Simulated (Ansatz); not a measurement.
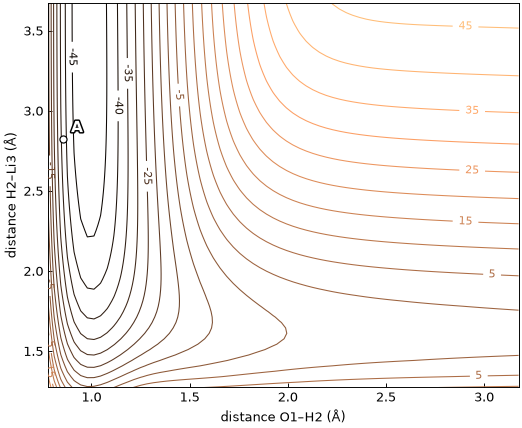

The system O + HLi, spin multiplicity 3. The first coordinate is: distance O1–H2; the second: distance H2–Li3. Nothing is relaxed (the angle O1–H2–Li3 is fixed at 180 degrees). The scan uses a 15 × 15 grid. Points are written as (first, second). Energies: kcal/mol, counted from O far from the relaxed HLi (each part in its own basis). In part of the range the unrestricted reference is strongly spin-contaminated. Method: UHF-CCSD(T), frozen core/def2-TZVPD (Ansatz 0.2.0).

In the figure: contour lines labelled in kcal/mol, the point A. Between grid points the surface is interpolated.

**Is A at rest? If not, where is it pushed?**

A, at (0.854 Å, 2.822 Å), is not a stationary point. The computed force is 210 kcal/mol for each Å towards larger values of distance O1–H2 and 3.4 kcal/mol for each Å towards larger values of distance H2–Li3.
